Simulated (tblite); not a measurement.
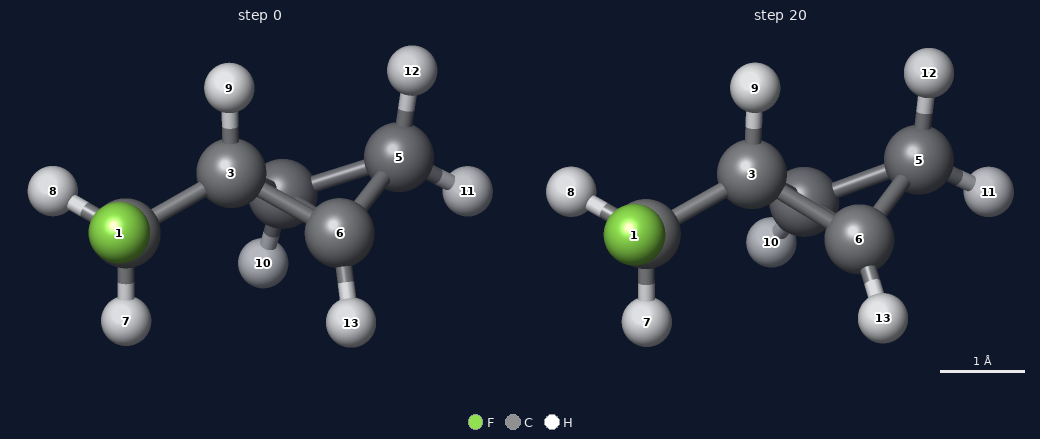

The structure of C5H7F before (left) and after (right) a relaxation, at one scale.

Style: ball-and-stick. Shown from a free direction.

Method: GFN2-xTB geometry optimisation, gas phase (tblite 0.8.0). 

**What changed between the two?**

After 20 geometry steps the energy has fallen by 31.5 kJ/mol. The largest move after the best rigid fit is that of an H atom, 0.36 Å. Largest moves by element: H 0.36 Å, C 0.10 Å, F 0.07 Å. Among the contacts that change: C–C 1.540 → 1.481 Å, C–C 1.477 → 1.501 Å, C–H 1.080 → 1.096 Å, C–F 1.361 → 1.377 Å. Among the angles between lasting bonds that change: C–C–H 111.7° → 135.4°, C–C–H 113.8° → 135.4°, C–C–H 125.3° → 132.3°.
